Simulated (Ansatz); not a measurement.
Ga4SbP3

Input

```
crystal:
  lattice:
    - [0.0, 5.61, 5.61]
    - [5.61, 0.0, 5.61]
    - [5.61, 5.61, 0.0]
  atoms:
    - { symbol: Ga, position: [0.0, 0.0, 0.0] }
    - { symbol: Ga, position: [0.0, 0.0, 0.5] }
    - { symbol: Ga, position: [0.0, 0.5, 0.0] }
    - { symbol: Ga, position: [0.0, 0.5, 0.5] }
    - { symbol: Ga, position: [0.5, 0.0, 0.0] }
    - { symbol: Ga, position: [0.5, 0.0, 0.5] }
    - { symbol: Ga, position: [0.5, 0.5, 0.0] }
    - { symbol: Ga, position: [0.5, 0.5, 0.5] }
    - { symbol: Sb, position: [0.125, 0.125, 0.125] }
    - { symbol: Sb, position: [0.125, 0.125, 0.625] }
    - { symbol: P, position: [0.125, 0.625, 0.125] }
    - { symbol: P, position: [0.125, 0.625, 0.625] }
    - { symbol: P, position: [0.625, 0.125, 0.125] }
    - { symbol: P, position: [0.625, 0.125, 0.625] }
    - { symbol: P, position: [0.625, 0.625, 0.125] }
    - { symbol: P, position: [0.625, 0.625, 0.625] }
scf:
  occupations: { method: gaussian, width: 0.01 }
output:
  forces: true
  stress: true
  eigenvalues: true
  write_density: true
  write_potential: true
  elf: true
  volumetric_format: npy
hamiltonian:
  xc: pbesol
relax:
  f_tol: 0.005
  max_steps: 60
  cell: { stress_tol: 0.03 }
kpoints:
  mp_grid: { grid: [4, 4, 4] }
```

Run with:

```sh
ansatz run input.yaml --threads 8 --pin off --max-ram 24576MiB --backend cpu --events-out ev --progress --plain --runs-dir out
```

The fields are those of the relaxed geometry.

Space group Amm2; a generated structure, not necessarily the stable one.

Theory: DFT PBEsol, scalar-relativistic, plane waves, PAW in Ansatz 0.2.0.

The density is the valence pseudo-density of a PAW calculation; it isn't the true density close to the nuclei.

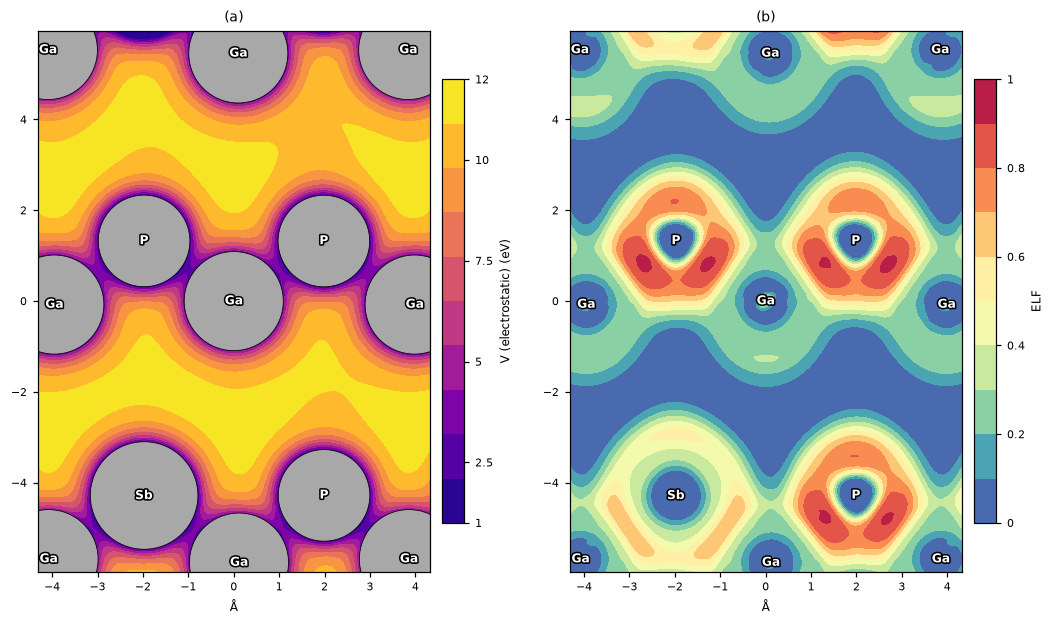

Figure 1. (a) electrostatic potential energy of an electron; (b) ELF on the (101̄) plane of the calculation cell. Grey discs cover the atomic cores in the potential map.

**Describe what can be read from this map.**

The plane passes through Ga, Sb and P nuclei.
Ga–P (2.34 Å): the ELF peaks at about 0.90 in the valence shell of P, 0.8 Å from its nucleus, and is about 0.75 at the midpoint.
Ga–Sb (2.53 Å): the ELF peaks at about 0.70 between the atoms.
Ga–P (2.39 Å): the ELF peaks at about 0.90 in the valence shell of P, 0.8 Å from its nucleus, and is about 0.75 at the midpoint.
Ga–P (2.42 Å): the ELF peaks at about 0.90 in the valence shell of P, 0.8 Å from its nucleus, and is about 0.75 at the midpoint.
Outside the cores the potential energy rises away from the atoms and is highest about 2.3 Å from the nearest atoms; its zero is arbitrary.

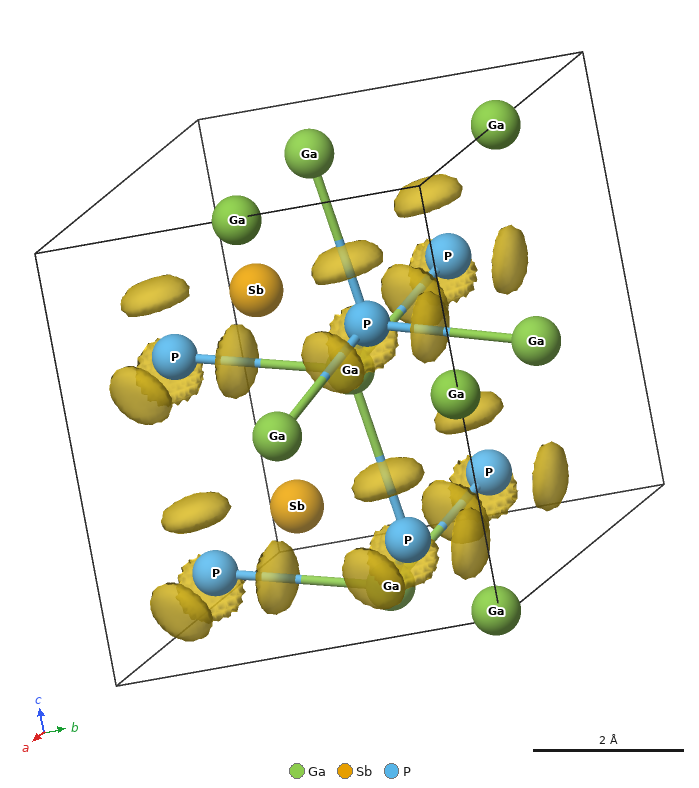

Figure 2. Isosurface of the ELF at 0.85 (yellow), seen slightly off an axis. Only the valence region is drawn (cores and ρ < 0.01 e/Å³ removed). Sticks mark near contacts.

**Identify the bonds, lone pairs and shells in this picture.**

The ELF exceeds this value in 24 lobes of the valence shell of P pointing towards Ga (polar bonds), counted in one cell of 16 atoms. Regions shared between cells count once.
